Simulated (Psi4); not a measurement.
# B3LYP/6-31G(d) (Cartesian functions) run of MgH2O2 (Mg(OH)2)

What is the vertical ionisation energy of MgH2O2 (Mg(OH)2) at B3LYP/6-31G* (Cartesian functions)? 

The results are computed with Psi4 1.11.

2 further runs of the same task are left out: 2 set aside as unsound or not needed.

**1. The structure to begin with**

MgH2O2 has 5 atoms, charge 0, and is taken as a singlet. SMILES: `[OH][Mg][OH]`. The shape comes from GFN1-xTB, which is rough for such elements, and wasn't checked as a minimum.

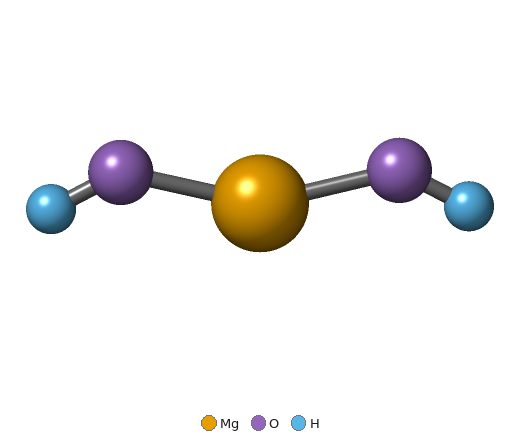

The structure, seen from a chosen angle (magnesium amber, oxygen purple, hydrogen blue).

**2. The energy at B3LYP/6-31G(d) (Cartesian functions)**

File job.dat:

```
memory 1.6 GB

molecule mol {
  Mg
  O 1 R2
  H 2 R3 1 A3
  O 1 R4 2 A4 3 D4
  H 4 R5 1 A5 2 D5

  R2 = 1.72045
  R3 = 0.954139
  A3 = 137.67913
  R4 = 1.720518
  A4 = 152.69447
  D4 = -179.59905
  R5 = 0.95428
  A5 = 137.45684
  D5 = 179.49841
  symmetry c1
}

set basis 6-31G*
set puream false
set e_convergence 1e-09
set d_convergence 1e-08
set scf_type pk
set dft_radial_points 99
set dft_spherical_points 590

e_tot, wfn = energy('b3lyp', return_wfn=True)
```

The run is started by

```bash
$ psi4 -n 1 job.dat job.out
```

job.out (excerpt; [...] marks lines left out):

```text
[...]
  Running in c1 symmetry.
[...]
  Nuclear repulsion =   85.237253651819884
[...]
  Multiplicity = 1
[...]
  Nalpha       = 15
  Nbeta        = 15
[...]
    Number of basis functions: 53
[...]
   @RKS iter   1:  -351.24200158008472   -2.86840e-01   2.23266e-02 ADIIS/DIIS
[...]
   @RKS iter  11:  -351.78660107221600   -4.03588e-12   5.59565e-09 DIIS
[...]
    Orbital Energies [Eh]
    ---------------------
    Doubly Occupied:
       1A    -46.770860     2A    -19.085322     3A    -19.085281
       4A     -3.073196     5A     -1.819878     6A     -1.818664
       7A     -1.814503     8A     -0.916257     9A     -0.911162
      10A     -0.446078    11A     -0.427187    12A     -0.283898
      13A     -0.271819    14A     -0.269390    15A     -0.262435
[...]
  @RKS Final Energy:  -351.78660107221600
   => Energetics <=
    Nuclear Repulsion Energy =             85.2372536518198842
    One-Electron Energy =                -659.5167355159551335
    Two-Electron Energy =                 250.4509636989336059
    DFT Exchange-Correlation Energy =     -27.9580829070143082
    Empirical Dispersion Energy =           0.0000000000000000
    VV10 Nonlocal Energy =                  0.0000000000000000
    Total Energy =                       -351.7866010722160013
[...]
 Multipole Moments:
 ------------------------------------------------------------------------------------
     Multipole            Electronic (a.u.)      Nuclear  (a.u.)        Total (a.u.)
 ------------------------------------------------------------------------------------
 L = 1.  Multiply by 2.5417464519 to convert [e a0] to [Debye]
 Dipole X            :         -0.0091082            0.0056511           -0.0034571
 Dipole Y            :         -0.8192638           -0.5035758           -1.3228396
 Dipole Z            :         -0.1991190           -0.1207866           -0.3199056
 Magnitude           :                                                    1.3609761
[...]
```

It took 4.8 s on 1 thread of Intel Xeon 6975P-C (Granite Rapids), shared host; peak memory 0.58 GiB.

**3. The doublet cation, same level**

File job.in:

```
memory 1600 MB

molecule molecule1 {
  1 2
  Mg    -0.126980    -0.061620     0.000990
  O      0.054010     0.529590     1.606500
  H     -0.444210     0.525320     2.420220
  O      0.417910    -0.288620    -1.615100
  H      0.099270    -0.704670    -2.412610
  symmetry c1
  no_reorient
  no_com
}

set basis 6-31G*
set reference uks
set puream false
set e_convergence 1e-09
set d_convergence 1e-08
set scf_type pk
set dft_radial_points 99
set dft_spherical_points 590
set maxiter 200

result, w = energy("b3lyp", return_wfn=True)
oeprop(w, "MULLIKEN_CHARGES", "QUADRUPOLE", "LOWDIN_CHARGES", title="B3LYP")
```

The run is started by

```bash
$ psi4 -i job.in -o job.out -n 1
```

job.out (excerpt; [...] marks lines left out):

```text
[...]
  Running in c1 symmetry.
[...]
  Nuclear repulsion =   85.237252049415176
[...]
  Multiplicity = 2
[...]
  Nalpha       = 15
  Nbeta        = 14
[...]
    Number of basis functions: 53
[...]
   @UKS iter   1:  -351.18608490082391   -2.30923e-01   1.47643e-02 ADIIS/DIIS
[...]
   @UKS iter  17:  -351.42469543765827   -4.26326e-12   3.46231e-09 DIIS
[...]
   @S^2 Observed:                7.609826139E-01
[...]
  @UKS Final Energy:  -351.42469543765827
   => Energetics <=
    Nuclear Repulsion Energy =             85.2372520494151757
    One-Electron Energy =                -650.6838197574095375
    Two-Electron Energy =                 241.6969424043654442
    DFT Exchange-Correlation Energy =     -27.6750701340293617
    Empirical Dispersion Energy =           0.0000000000000000
    VV10 Nonlocal Energy =                  0.0000000000000000
    Total Energy =                       -351.4246954376582721
[...]
 Multipole Moments:
 ------------------------------------------------------------------------------------
     Multipole            Electronic (a.u.)      Nuclear  (a.u.)        Total (a.u.)
 ------------------------------------------------------------------------------------
 L = 1.  Multiply by 2.5417464519 to convert [e a0] to [Debye]
 Dipole X            :         -4.7465970            3.6030652           -1.1435318
 Dipole Y            :         -2.4838462            1.9066770           -0.5771692
 Dipole Z            :          0.1118723           -0.0931824            0.0186899
 Magnitude           :                                                    1.2810693
 L = 2.  Multiply by 1.3450342976 to convert [e a0^2] to [Debye ang]
 Quadrupole XX       :        -18.8208913            6.5035907          -12.3173005
 Quadrupole XY       :          2.9645775           -3.3765244           -0.4119469
[...]
  Mulliken Charges: (a.u.)
   Center  Symbol    Alpha    Beta     Spin     Total
       1    MG     5.26780  5.31014 -0.04234  1.42206
       2     O     4.61501  4.07903  0.53598 -0.69405
       3     H     0.25118  0.26593 -0.01476  0.48289
       4     O     4.61481  4.07893  0.53588 -0.69374
       5     H     0.25120  0.26596 -0.01476  0.48284
   Total alpha = 15.00000, Total beta = 14.00000, Total charge =  1.00000
  Lowdin Charges: (a.u.)
   Center  Symbol    Alpha    Beta     Spin     Total
       1    MG     5.56402  5.58737 -0.02335  0.84861
[...]
```

It took 9 s on 1 thread of Intel Xeon 6975P-C (Granite Rapids), shared host; peak memory 0.58 GiB.

**4. What came out**

At B3LYP/6-31G* (Cartesian functions):

```
                                          quantity          value
                      singlet MgH2O2: total energy  -351.78660 Eh
                     singlet MgH2O2: dipole moment         3.46 D
                       singlet MgH2O2: HOMO energy       -7.14 eV
                       singlet MgH2O2: LUMO energy       -1.39 eV
                     singlet MgH2O2: HOMO–LUMO gap        5.75 eV
                      doublet cation: total energy  -351.42470 Eh
doublet cation: HOMO energy (highest over α and β)      -13.70 eV
 doublet cation: LUMO energy (lowest over α and β)      -12.62 eV
                              doublet cation: ⟨S²⟩          0.761
vertical ionisation energy (to the doublet cation)       9.848 eV
```

Removing an electron at fixed nuclei costs 9.85 eV (950 kJ/mol). −ε(HOMO) before ionisation, 7.14 eV, is 2.71 eV below this ionisation energy. Mulliken charges (doublet cation) run from -0.69 on O2 to +1.42 on Mg1; they depend strongly on the basis.
